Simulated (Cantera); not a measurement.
A closed system holds: 1 mol MgCl2, a varied amount of O2, 1.4 mol H2, equilibrated at 1327 °C and 1330 Pa.

Equilibrium computed with Cantera from the NASA thermochemical tables; the gas is ideal and each condensed phase is pure. Candidate condensed phases: H2O, Mg, MgCl2, MgO, Mg(OH)2; 22 gas species. Rates play no part.

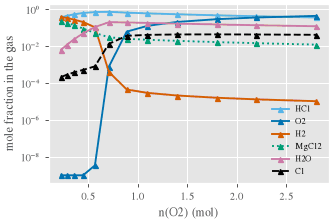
Fig. 1. Equilibrium gas composition (values under 1e-9 drawn at 1e-9)

From 0.23 mol O2 to 2.8 mol O2 the condensed part is MgO(s). The main Mg-bearing gas is MgCl2 throughout. The share of Mg in condensed phases is highest at 2.8 mol O2 (94.3 %) and lowest at 0.23 mol O2 (44.4 %).
